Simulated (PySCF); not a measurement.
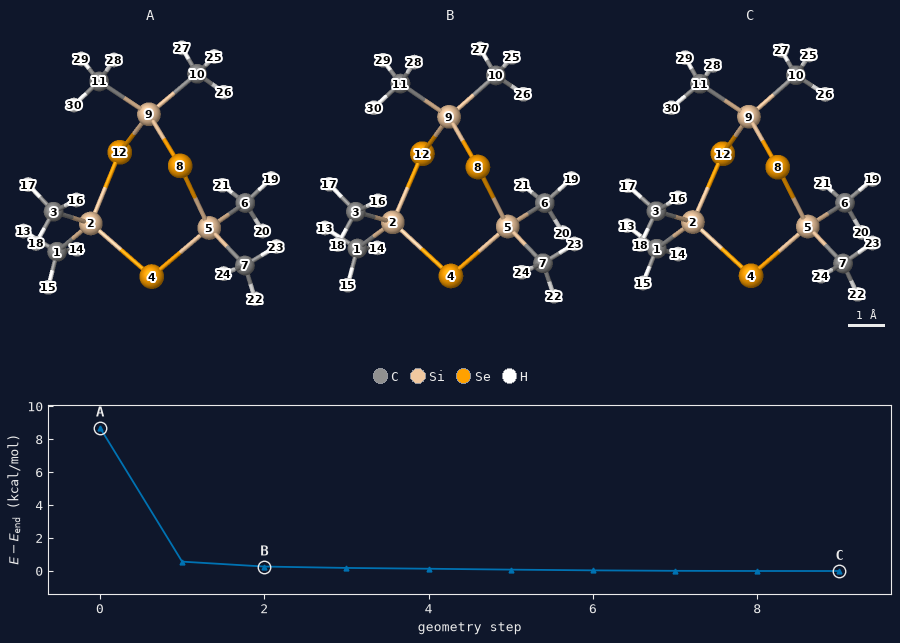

Frames of a relaxation of C$_{6}$H$_{18}$Se$_{3}$Si$_{3}$, marked on the history of the run. The picture is a ball-and-stick view, seen at a tilt.

The start comes from GFN2-xTB. Its atoms were then displaced at random by about 0.01 Å.

Method: PySCF 2.14.0, density-fitted response routines, PBE0-D3(BJ)/def2-SVP geometry optimisation, gas phase. 

Describe the path.

Over 9 geometry steps the energy falls by 8.72 kcal/mol. The largest move after the best rigid fit is that of H15, 0.28 Å. Largest moves by element: H 0.28 Å, C 0.12 Å, Se 0.10 Å, Si 0.08 Å. Some distances before and after: Si2–Se4 2.362 → 2.296 Å, Si9–Se12 2.343 → 2.294 Å, C11–H30 1.061 → 1.099 Å, Si2–Se12 2.335 → 2.298 Å. Bond angles that change, for instance: H13–C1–H14 105.1° → 108.7°, C1–Si2–C3 114.1° → 111.1°, Si2–Se4–Si5 102.8° → 100.0°. The run took 8.6 min on 2 threads of Intel(R) Xeon(R) Gold 6455B, on a shared host. From step 0 to 2: H13 moves most (0.15 Å), energy −8.45 kcal/mol. From step 2 to 9: H atoms move most (0.19 Å), energy −0.27 kcal/mol.

```
step  E − E(0), kcal/mol
   0                0.00
   1               -8.15
   2               -8.45
   3               -8.53
   4               -8.58
   5               -8.63
   6               -8.68
   7               -8.71
   8               -8.72
   9               -8.72
```
